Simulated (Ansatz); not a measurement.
## TaSb (hypothetical, P-6m2): phonons against volume

Aim: how the vibrations of TaSb (hypothetical) shift with volume, and the expansion that follows. The crystal structure is hypothetical: it was made by swapping elements on a known structure type.

Method: DFT PBE, scalar-relativistic, plane waves, PAW, in Ansatz 0.2.0.

### Step 1. The starting structure

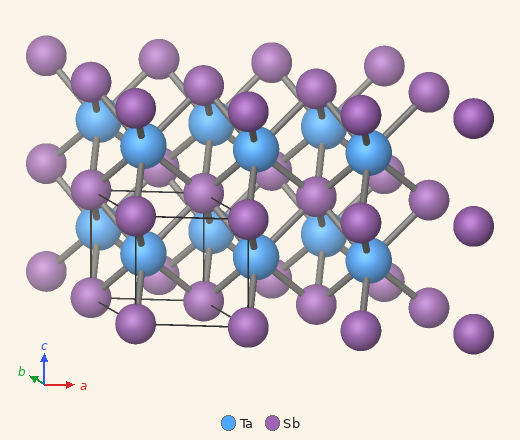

The cell as given, slightly off an axis (tantalum blue, antimony purple). 3×2×2 cells are drawn. Bonds to atoms that aren't drawn are left out. Some periodic images of atoms are drawn too.

### Step 2. Probe on a coarse mesh

A cheap single point shows whether the cell is a metal or an insulator and how far it is from rest; that sets the k-mesh and the occupations of what follows.

input.yaml reads:

```yaml
crystal:
  lattice:
    - [3.239, 0.0, 0.0]
    - [-1.6195, 2.80506, 0.0]
    - [0.0, 0.0, 3.17837]
  atoms:
    - { symbol: Ta, position: [0.3333333333, 0.6666666667, 0.5] }
    - { symbol: Sb, position: [0.0, 0.0, 0.0] }
kpoints:
  mp_grid: { grid: [6, 6, 6] }
hamiltonian:
  xc: pbe
scf:
  occupations: { method: gaussian, width: 0.1 }
output:
  forces: true
  stress: true
  eigenvalues: true
```

Command:

```console
$ ansatz run input.yaml --threads 4 --pin off --max-ram 8192MiB --backend cpu --events-out ev --progress --plain --runs-dir out
```

Numbers of over 12 decimals in the logs are rounded to 6 here.

Log:

```text
Engine: ansatz 0.2.0, x86_64-unknown-linux-gnu
Pseudopotentials: kind: paw
Pseudopotential: Ta, paw, valence charge 13, recommended cutoff 420 eV (normal), Ta.paw.azcp
Pseudopotential: Sb, paw, valence charge 15, recommended cutoff 420 eV (normal), Sb.paw.azcp
Functional definition: PBE
  parameter kappa = 0.804
  parameter beta = 0.066725
  exchange = pbe_x(kappa = kappa, mu = beta*pi^2/3)
  correlation = pbe_c(beta = beta)
Crystal: 2 atoms, lattice volume = 28.877 Å³
Basis set: ecut = 420 eV, 575 PW (Γ), exchange–correlation on 48×48×48 points (8 copies of the dense FFT grid, shifted against one another)
Bands: 18, of which v1, the nominal top of the filled ones, is band 14 counted from 1 (13 counted from 0)
Symmetry: 12 space group operations
Space group: P-6m2 (ITA 187), of the structure as read, at distance tolerance 3.1e-5 Å
k-points: 28 of 216 (time reversal used)
Non-local potential: Ta, projectors of the file, l = 0: 3, l = 1: 2, l = 2: 2, l = 3: 1
Non-local potential: Sb, projectors of the file, l = 0: 2, l = 1: 2, l = 2: 2, l = 3: 2
PAW form: soft (Blöchl's): semilocal exchange-correlation on the pseudo side does not see the compensation charge
PAW one-centre angular grid: Ta, 590 points (default); XC on 64 Gauss nodes
PAW one-centre angular grid: Sb, 590 points (default); XC on 64 Gauss nodes
Initial density: superposition of atomic densities (neutral atoms: chi_scale 0, normalization atom), corrected by the library's trained network
Initial wavefunctions: pseudopotential atomic-orbital guess
Functional: x = pbe(κ = 0.804, μ = 0.219515), c = pbe(β = 0.066725)
SCF iter   1: F=—  HF=-16412.412678 eV  |F-HF|=—  |Δ(HF+E_count)|=         —  Δρ=9.99e-3  dr2=3.72e-2  ethr=1.77e-3  ⟨swp⟩=5.7  Hψ=2647  notcnv=0
preconditioner: auto → none  [metal: Δε(μ)=0.045 eV  Ē_g=25.763 eV  σ=0.100 eV  W_gap=0.25  n_scr=8 (ndim 8)  ℏωp=35.2 eV  f_vac=0.000  D(μ)=0.76/eV (n_scr^D=2)  sad-step TF]
SCF iter   2: F=—  HF=-16412.409153 eV  |F-HF|=—  |Δ(HF+E_count)|=   3.52e-3  Δρ=6.98e-3  dr2=2.07e-2  ethr=1.33e-4  ⟨swp⟩=1.0  Hψ=728  notcnv=0
SCF iter   3: F=—  HF=-16412.403291 eV  |F-HF|=—  |Δ(HF+E_count)|=   5.86e-3  Δρ=1.00e-3  dr2=4.25e-4  ethr=7.38e-5  ⟨swp⟩=2.0  Hψ=639  notcnv=0
SCF iter   4: F=—  HF=-16412.403192 eV  |F-HF|=—  |Δ(HF+E_count)|=   9.95e-5  Δρ=2.11e-4  dr2=9.93e-6  ethr=1.52e-6  ⟨swp⟩=2.4  Hψ=737  notcnv=0
SCF iter   5: F=—  HF=-16412.403189 eV  |F-HF|=—  |Δ(HF+E_count)|=   2.45e-6  Δρ=3.52e-5  dr2=2.30e-7  ethr=3.55e-8  ⟨swp⟩=2.0  Hψ=829  notcnv=0
SCF iter   6: F=-16412.403189 eV  HF=-16412.403189 eV  |F-HF|=6.11e-10  |Δ(HF+E_count)|=   3.41e-8  Δρ=5.21e-6  dr2=3.84e-9  ethr=3.57e-10  ⟨swp⟩=7.2  Hψ=2328  notcnv=0
SCF 1 converged in 6 iterations: F = -16412.403189 eV  dr2 = 3.84e-9
  greatest PAW one-centre occupation: 1.000 electrons in one spin orbital (limit 2), on the Ta atom at site 0 (counted from 0), in its partial waves of l = 0
SCF converged after 6 iterations
Free energy (F): -16412.403189 eV
Harris-Foulkes:  -16412.403189 eV  (|F-HF|=6.11e-10)
Internal energy: -16412.399031 eV  (E = F + TS)
E sigma→0 (E₀):  -16412.401110 eV
Entropy (-TS):   -0.004158 eV (-2.079 meV/atom)
Fermi energy:    24.208463 eV
--- Per-component energies (eV) ---
  E_band       = -9.881672
  E_kinetic    = 605.999352
  E_local      = -1457.364273  (includes V_loc(G=0)·N_el)
  E_nonlocal   = 387.029446
  E_hartree    = 694.369098
  E_xc         = -368.261181
  E_vxc        = -315.604177  (∫ρ·V_xc dr)
  E_paw        = -12979.643616  (= ΣΔE_a)
  E_vpaw       = -618.681520  (= ΣTr[D̂ρ^β])
  E_aug_tail   = 0.000151  (compensation charges beyond the density's cutoff)
  E_ewald      = -3294.528009
  E_smearing   = -0.004158  (= −TS)
  E_closure    = 0.000000  (closes the sum)
  Σ components = -16412.403189   (vs F -16412.403189, Δ=0.00e0)
--- Forces (eV/Å), atoms counted from 1 ---
  atom   1  Ta     0.00000000    -0.00000000     0.00000000
  atom   2  Sb     0.00000000    -0.00000000     0.00000000
  max |Σ_I F_I| component: 2.31e-16 eV/Å
--- Stress (GPa, compression-positive) ---
      116.187811      -0.000000       0.000000
        0.000000     116.187811       0.000000
        0.000000       0.000000     164.501010
  P = ⅓ Tr σ = 132.2922 GPa (1322.922 kbar)
--- Band table (eV; the first three rows and the last of 28) ---
  k-point 0: bands = [... 10 lower, 20.1123, 21.2416, 21.2416, 25.3245, 25.8849, 25.8849, 30.3639, 31.6395]
  k-point 1: bands = [... 10 lower, 19.4703, 21.5686, 21.5686, 24.8106, 25.0512, 25.0512, 30.6722, 32.3051]
  k-point 2: bands = [... 10 lower, 17.1234, 22.3436, 22.3436, 23.9475, 23.9475, 25.8237, 30.8441, 30.8441]
  k-point 27: bands = [... 10 lower, 16.7902, 18.4995, 21.6500, 22.7267, 27.2091, 28.8185, 31.0972, 31.1845]
```

Wall time 0.46 s (4 threads of Intel Xeon Platinum 8559C (Emerald Rapids), shared host); peak memory 0.37 GiB.

Numbers from this step:

```yaml
pressure: 132.3 GPa
volume_per_atom: 14.44 Å³
gap_on_the_k_mesh: 0 eV
```

The start is under 132 GPa at this level and looks like a metal on this mesh.

### Step 3. A loose first relaxation

The start is far from rest, so a relaxation with loose thresholds first brings it near the minimum.

input.yaml: that of step 2 with these lines changed.

```diff
@@ -9,3 +9,3 @@
 kpoints:
-  mp_grid: { grid: [6, 6, 6] }
+  mp_grid: { grid: [9, 9, 6] }
 hamiltonian:
@@ -18 +18,6 @@
   eigenvalues: true
+relax:
+  adjacent_minimum: "off"
+  f_tol: 0.05
+  max_steps: 80
+  cell: { stress_tol: 0.5 }
```

Log:

```text
[...]
Crystal: 2 atoms, lattice volume = 28.877 Å³
Basis set: ecut = 420 eV, 575 PW (Γ), exchange–correlation on 48×48×48 points (8 copies of the dense FFT grid, shifted against one another)
Bands: 18, of which v1, the nominal top of the filled ones, is band 14 counted from 1 (13 counted from 0)
Symmetry: 12 space group operations
[...]
k-points: 48 of 486 (time reversal used)
[...]
SCF iter   1: F=—  HF=-16412.416440 eV  |F-HF|=—  |Δ(HF+E_count)|=         —  Δρ=9.51e-3  dr2=3.36e-2  ethr=1.77e-3  ⟨swp⟩=5.7  Hψ=4537  notcnv=0
[...]
SCF iter   6: F=-16412.407387 eV  HF=-16412.407387 eV  |F-HF|=1.48e-9  |Δ(HF+E_count)|=   1.57e-8  Δρ=6.20e-6  dr2=5.93e-9  ethr=3.57e-10  ⟨swp⟩=6.4  Hψ=4077  notcnv=0
SCF 1 converged in 6 iterations: F = -16412.407387 eV  dr2 = 5.93e-9
[...]
relax step   1: F+E_penalty+E_count = -16412.40738682 eV  Δ(F+E_penalty+E_count) = +0.000e0 eV  max|allowed force component| = 6.014e-17 eV/Å  Δτ_max = 0.0000 Å  P = +132.398 GPa  Ω = 28.877 Å³  (6 SCF iters, dr2 threshold 1.00e-7 eV, accepted)
Crystal: 2 atoms, lattice volume = 32.388 Å³
Basis set: ecut = 420 eV, 635 PW (Γ), exchange–correlation on 48×48×48 points (8 copies of the dense FFT grid, shifted against one another)
[...]
iter 1 solved again at ethr=3.96e-4 eV; its pass at ethr=3.10e-3 eV (dr2=1.11e-1 eV) is discarded
[...]
SCF iter   6: F=-16414.671559 eV  HF=-16414.671559 eV  |F-HF|=2.91e-11  |Δ(HF+E_count)|=   2.26e-7  Δρ=4.64e-6  dr2=3.64e-9  ethr=7.14e-10  ⟨swp⟩=6.4  Hψ=3693  notcnv=0
SCF 2 converged in 6 iterations: F = -16414.671559 eV  dr2 = 3.64e-9
[...]
relax step   2: F+E_penalty+E_count = -16414.67155854 eV  Δ(F+E_penalty+E_count) = -2.264e0 eV  max|allowed force component| = 2.776e-17 eV/Å  Δτ_max = 0.0000 Å  P = +73.290 GPa  Ω = 32.388 Å³  energy of the carried Pulay correction = -2.835e-3 eV  (6 SCF iters, dr2 threshold 2.00e-7 eV, accepted)
Crystal: 2 atoms, lattice volume = 36.241 Å³
Basis set: ecut = 420 eV, 701 PW (Γ), exchange–correlation on 48×48×48 points (8 copies of the dense FFT grid, shifted against one another)
[...]
SCF iter   6: F=-16415.956958 eV  HF=-16415.956958 eV  |F-HF|=3.89e-9  |Δ(HF+E_count)|=   2.21e-8  Δρ=4.15e-6  dr2=5.24e-9  ethr=7.14e-10  ⟨swp⟩=6.6  Hψ=3842  notcnv=0
SCF 3 converged in 6 iterations: F = -16415.956958 eV  dr2 = 5.24e-9
relax step   3: F+E_penalty+E_count = -16415.95695819 eV  Δ(F+E_penalty+E_count) = -1.285e0 eV  max|allowed force component| = 2.776e-17 eV/Å  Δτ_max = 0.0000 Å  P = +34.209 GPa  Ω = 36.241 Å³  energy of the carried Pulay correction = -5.598e-3 eV  (6 SCF iters, dr2 threshold 2.00e-7 eV, accepted)
[...]
relax step   4: F+E_penalty+E_count = -16416.47104976 eV  Δ(F+E_penalty+E_count) = -5.141e-1 eV  max|allowed force component| = 2.776e-17 eV/Å  Δτ_max = 0.0000 Å  P = +11.450 GPa  Ω = 39.794 Å³  energy of the carried Pulay correction = -7.879e-3 eV  (6 SCF iters, dr2 threshold 2.00e-7 eV, accepted)
[...]
relax step   5: F+E_penalty+E_count = -16416.55960042 eV  Δ(F+E_penalty+E_count) = -8.855e-2 eV  max|allowed force component| = 4.626e-18 eV/Å  Δτ_max = 0.0000 Å  P = +2.086 GPa  Ω = 41.764 Å³  energy of the carried Pulay correction = -9.050e-3 eV  (6 SCF iters, dr2 threshold 2.00e-7 eV, accepted)
[...]
relax step   6: F+E_penalty+E_count = -16416.56267823 eV  Δ(F+E_penalty+E_count) = -3.078e-3 eV  max|allowed force component| = 2.776e-17 eV/Å  Δτ_max = 0.0000 Å  P = +0.090 GPa  Ω = 42.333 Å³  energy of the carried Pulay correction = -9.373e-3 eV  (6 SCF iters, dr2 threshold 2.00e-7 eV, accepted)
[...]
relax step   7: F+E_penalty+E_count = -16416.59638489 eV  Δ(F+E_penalty+E_count) = -3.371e-2 eV  max|allowed force component| = 2.776e-17 eV/Å  Δτ_max = 0.0000 Å  P = +1.330 GPa  Ω = 42.333 Å³  stress off target by 2.33e0 GPa  SCF on the basis re-selected at this cell (its energy is not comparable with the rows above)  (6 SCF iters)
[...]
relax step   8: F+E_penalty+E_count = -16416.59935666 eV  Δ(F+E_penalty+E_count) = -2.972e-3 eV  max|allowed force component| = 2.776e-17 eV/Å  Δτ_max = 0.0000 Å  P = +0.090 GPa  Ω = 42.544 Å³  energy of the carried Pulay correction = -7.585e-5 eV  (6 SCF iters, dr2 threshold 2.00e-7 eV, accepted)
[...]
SCF iter   7: F=-16416.599437 eV  HF=-16416.599437 eV  |F-HF|=3.64e-12  |Δ(HF+E_count)|=  3.64e-12  Δρ=1.20e-9  dr2=4.64e-16  ethr=1.00e-12  ⟨swp⟩=1.0  Hψ=1921  notcnv=0
SCF 9 converged in 7 iterations: F = -16416.599437 eV  dr2 = 4.64e-16
relax step   9: F+E_penalty+E_count = -16416.59943714 eV  Δ(F+E_penalty+E_count) = -8.048e-5 eV  max|allowed force component| = 3.701e-17 eV/Å  Δτ_max = 0.0000 Å  P = +0.088 GPa  Ω = 42.544 Å³  stress off target by 1.36e-1 GPa  SCF on the basis re-selected at this cell (its energy is not comparable with the rows above)  (7 SCF iters)
[...]
SCF converged after 7 iterations
Free energy (F): -16416.599437 eV
[...]
Internal energy: -16416.596437 eV  (E = F + TS)
E sigma→0 (E₀):  -16416.597937 eV
Entropy (-TS):   -0.003000 eV (-1.500 meV/atom)
Fermi energy:    15.645428 eV
[...]
--- Stress (GPa, compression-positive) ---
        0.136348      -0.000000       0.000000
        0.000000       0.136348       0.000000
        0.000000       0.000000      -0.008716
  P = ⅓ Tr σ = 0.0880 GPa (0.880 kbar)
--- Band table (eV; the first three rows and the last of 48) ---
  k-point 0: bands = [... 10 lower, 13.0523, 14.0962, 14.0962, 14.7187, 16.7242, 16.7242, 20.3087, 20.3928]
  k-point 1: bands = [... 10 lower, 11.7110, 14.2670, 14.2670, 15.2124, 16.2859, 16.2859, 20.6506, 20.6506]
  k-point 2: bands = [... 10 lower, 9.5867, 14.6542, 14.6542, 15.6704, 15.6704, 16.1151, 20.2478, 20.2478]
  k-point 47: bands = [... 10 lower, 10.6728, 11.3228, 12.6288, 14.8827, 16.9622, 17.7126, 19.2160, 19.9483]
--- Relaxed structure (7 steps of the walk, 7 accepted, 2 SCFs on fresh bases) ---
  F+E_penalty+E_count = -16416.59943714 eV   max|allowed force component| = 3.701e-17 eV/Å   (the final SCF, on the basis selected at the relaxed cell)
  cell:  # Å, volume = 42.5439 Å³
    - [3.595794, 0, 0.0]
    - [-1.797897, 3.114049, 0.0]
    - [0.0, 0.0, 3.799415]
  atoms:
    - { symbol: Ta, position: [0.333333, 0.666667, 0.500000] }
    - { symbol: Sb, position: [0.0, -2.775557561562892e-17, 0.0] }
```

Wall time 7.1 s (4 threads); peak memory 0.45 GiB; 24 s of CPU time.

Relaxation path:

```
step  energy less that of the first step (eV)  largest force component (eV/Å)  pressure (GPa)  volume (Å³)
   1                                   0.0000                          0.0000          132.40        28.88
   2                                  -2.2642                          0.0000           73.29        32.39
   3                                  -3.5496                          0.0000           34.21        36.24
   4                                  -4.0637                          0.0000           11.45        39.79
   5                                  -4.1522                          0.0000            2.09        41.76
   6                                  -4.1553                          0.0000            0.09        42.33
  7*                                  -4.1890                          0.0000            1.33        42.33
   8                                  -4.1920                          0.0000            0.09        42.54
  9*                                  -4.1921                          0.0000            0.09        42.54
```

Relaxation steps marked * repeat the geometry before them on a plane-wave basis chosen anew for their cell, so energy and pressure can jump there.

Forces are held to the 12 operations that the run works with; a distortion that breaks them can't arise in this run.

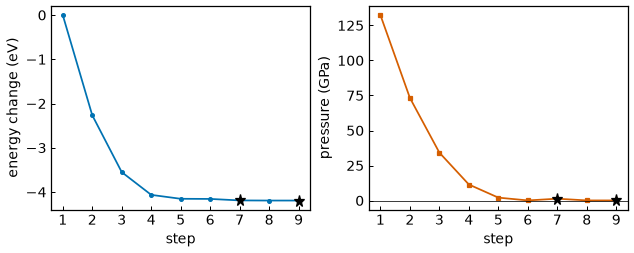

Energy and pressure along the relaxation. Stars mark steps on a basis chosen anew.

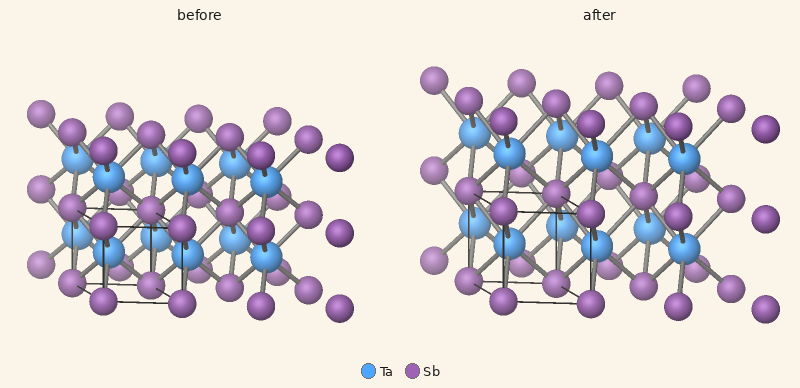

Before and after, at one scale. Bonds to atoms that aren't drawn are left out.

```
     cell as run  before  after   change
           a (Å)   3.239  3.596  +11.0 %
           b (Å)   3.239  3.596  +11.0 %
           c (Å)   3.178  3.799  +19.5 %
volume (Å³/atom)   14.44  21.27  +47.3 %
```

Final coordinates:

```xyz
2
Lattice="3.5958 0.0000 0.0000 -1.7979 3.1140 0.0000 0.0000 0.0000 3.7994" Properties=species:S:1:pos:R:3 pbc="T T T"
Ta    0.0000    2.0760    1.8997
Sb    0.0000    0.0000    0.0000
```

This step gave:

- pressure: 0.08799 GPa
- volume per atom: 21.27 Å³

The relaxation ends with a pressure of 0.09 GPa.

### Step 4. Relaxation

Phonons are second derivatives about a minimum, so cell and atoms are relaxed first, inside the symmetry of the start.

input.yaml reads:

```yaml
crystal:
  lattice:
    - [3.595793534, 0.0, 0.0]
    - [-1.797896767, 3.1140485472, 0.0]
    - [0.0, 0.0, 3.7994153219]
  atoms:
    - { symbol: Ta, position: [0.3333333333, 0.6666666667, 0.5] }
    - { symbol: Sb, position: [0.0, 0.0, 0.0] }
kpoints:
  mp_grid: { grid: [15, 15, 12] }
hamiltonian:
  xc: pbe
scf:
  occupations: { method: gaussian, width: 0.1 }
output:
  forces: true
  stress: true
  eigenvalues: true
  write_density: true
  write_potential: true
  elf: true
  volumetric_format: npy
relax:
  adjacent_minimum: "off"
  f_tol: 0.005
  max_steps: 80
  cell: { stress_tol: 0.05 }
```

Log:

```text
[...]
Crystal: 2 atoms, lattice volume = 42.544 Å³
Basis set: ecut = 420 eV, 829 PW (Γ), exchange–correlation on 50×50×54 points (8 copies of the dense FFT grid, shifted against one another)
Bands: 18, of which v1, the nominal top of the filled ones, is band 14 counted from 1 (13 counted from 0)
Symmetry: 12 space group operations
[...]
k-points: 189 of 2700 (time reversal used)
[...]
SCF iter   1: F=—  HF=-16416.607799 eV  |F-HF|=—  |Δ(HF+E_count)|=         —  Δρ=5.61e-3  dr2=1.48e-2  ethr=1.77e-3  ⟨swp⟩=5.7  Hψ=17959  notcnv=0
[...]
SCF iter   6: F=-16416.606846 eV  HF=-16416.606846 eV  |F-HF|=1.08e-9  |Δ(HF+E_count)|=   7.44e-8  Δρ=2.84e-6  dr2=1.95e-9  ethr=2.50e-10  ⟨swp⟩=6.1  Hψ=19597  notcnv=0
SCF 1 converged in 6 iterations: F = -16416.606846 eV  dr2 = 1.95e-9
[...]
relax step   1: F+E_penalty+E_count = -16416.60684578 eV  Δ(F+E_penalty+E_count) = +0.000e0 eV  max|allowed force component| = 4.626e-18 eV/Å  Δτ_max = 0.0000 Å  P = +0.018 GPa  Ω = 42.544 Å³  (6 SCF iters, dr2 threshold 1.00e-7 eV, accepted)
[...]
SCF iter   7: F=-16416.606846 eV  HF=-16416.606846 eV  |F-HF|=3.64e-12  |Δ(HF+E_count)|=  3.64e-12  Δρ=3.91e-10  dr2=4.93e-17  ethr=1.00e-12  ⟨swp⟩=3.0  Hψ=10572  notcnv=0
SCF 2 converged in 7 iterations: F = -16416.606846 eV  dr2 = 4.93e-17
relax step   2: F+E_penalty+E_count = -16416.60684578 eV  Δ(F+E_penalty+E_count) = -5.894e-10 eV  max|allowed force component| = 9.252e-18 eV/Å  Δτ_max = 0.0000 Å  P = +0.017 GPa  Ω = 42.544 Å³  stress off target by 2.59e-2 GPa  SCF on the basis re-selected at this cell (its energy is not comparable with the rows above)  (7 SCF iters)
[...]
SCF converged after 7 iterations
Free energy (F): -16416.606846 eV
[...]
Internal energy: -16416.605264 eV  (E = F + TS)
E sigma→0 (E₀):  -16416.606055 eV
Entropy (-TS):   -0.001582 eV (-0.791 meV/atom)
Fermi energy:    15.617960 eV
[...]
--- Stress (GPa, compression-positive) ---
        0.013262       0.000000      -0.000000
       -0.000000       0.013262      -0.000000
       -0.000000      -0.000000       0.025858
  P = ⅓ Tr σ = 0.0175 GPa (0.175 kbar)
--- Band table (eV; the first three rows and the last of 189) ---
  k-point 0: bands = [... 10 lower, 13.0547, 14.0974, 14.0974, 14.7177, 16.7283, 16.7283, 20.3091, 20.3927]
  k-point 1: bands = [... 10 lower, 12.6409, 14.1418, 14.1418, 14.8764, 16.5972, 16.5972, 20.5010, 20.5010]
  k-point 2: bands = [... 10 lower, 11.7114, 14.2683, 14.2683, 15.2143, 16.2895, 16.2895, 20.6507, 20.6507]
  k-point 188: bands = [... 10 lower, 10.6727, 11.3224, 12.6284, 14.8846, 16.9643, 17.7169, 19.2194, 19.9512]
--- Relaxed structure (1 steps of the walk, 1 accepted, 1 SCFs on fresh bases) ---
[...]
cell:  # Å, volume = 42.5439 Å³
    - [3.595794, 0.0, 0.0]
    - [-1.797897, 3.114049, 0.0]
    - [0.0, 0.0, 3.7994153219]
  atoms:
    - { symbol: Ta, position: [0.333333, 0.666667, 0.5] }
    - { symbol: Sb, position: [0, -2.7755575615628914e-17, 0.0] }
```

Elapsed: 7.2 s, on 4 threads; peak memory 0.56 GiB.

Little changed from the start: no atom moved by 0.005 Å and no cell edge by 0.1 %.

Numbers from this step:

* pressure: 0.01746 GPa

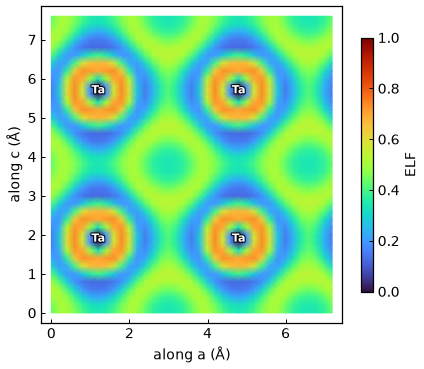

ELF in the ac plane at fractional y = 0.667, with atoms of Ta within 0.2 Å of it. It is the smooth field of the valence electrons, not physical close to the nuclei.

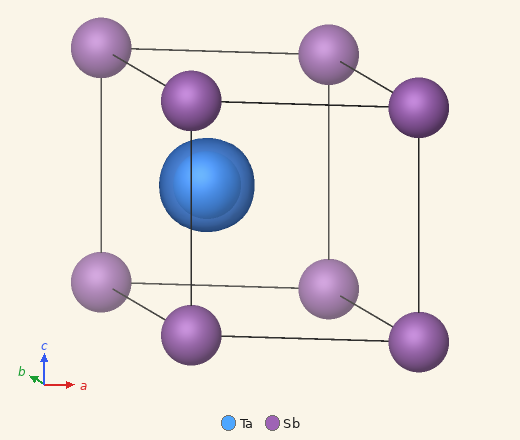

Surface of ELF = 0.65.

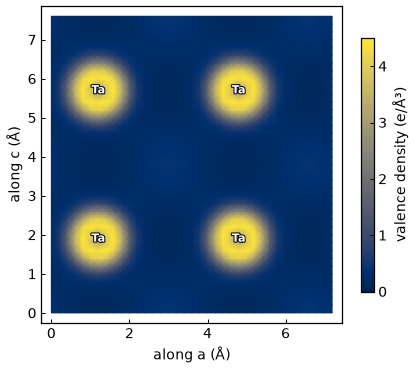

Valence density in the ac plane at fractional y = 0.667, with atoms of Ta within 0.2 Å of it. It is the smooth field of the valence electrons, not physical close to the nuclei.

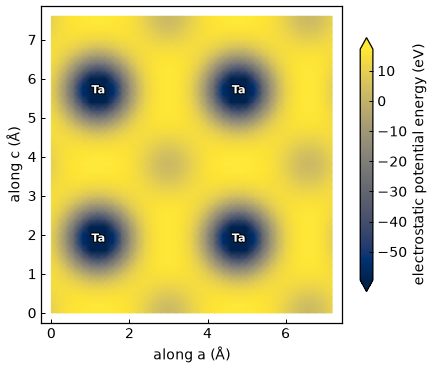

Electrostatic potential energy in the ac plane at fractional y = 0.667, with atoms of Ta within 0.2 Å of it. With pseudopotentials it is smooth inside the atoms' cores, unlike the true potential.

(Continued in part 2 of 4.)

[Logs are printed without paths, hosts, clocks, repeated set-up lines and the standing remarks that a program may print on its own settings, such as how far it seeks lower states.]

[Hosts, paths, dates, database ids (printed as entryN), source tags and the programs' standing remarks are cut or masked in the printed files.]

[A step with changed settings may run another functional than the one named; its input shows which.]

[Of the runs on displaced cells, only some may be shown.]
